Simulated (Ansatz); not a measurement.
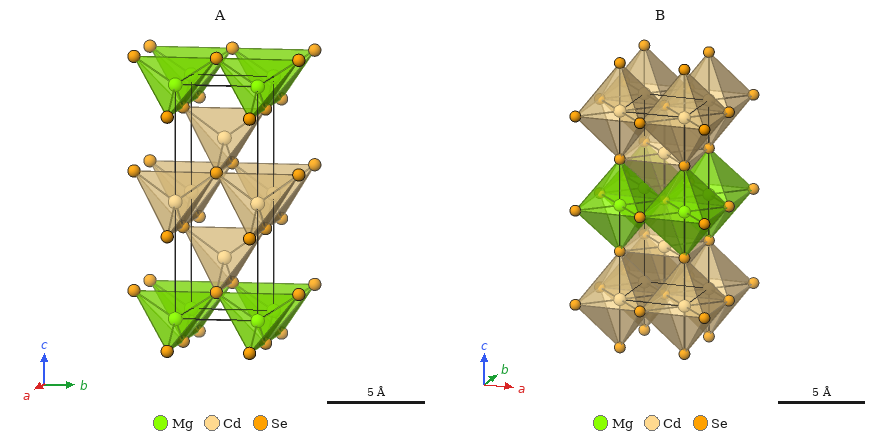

Two structures of MgCd3Se4, each relaxed to rest (conventional cells in solid outline, small ones repeated, not to one scale). Method: Ansatz 0.2.0, DFT PBE, scalar-relativistic, plane waves, PAW, without spin polarisation.

**Which structures are these?**

A: 8 atoms a cell on a primitive tetragonal lattice, P-4m2. B: 8 atoms a cell on a primitive tetragonal lattice, P4/mmm.

**Which structure wins energetically, and by what margin?**

A is lower, by 124 meV/atom at this level of theory (energies at zero smearing). Volumes: A 29.0, B 23.0 Å³/atom.

One or both may be structure types tried for this composition rather than known phases.
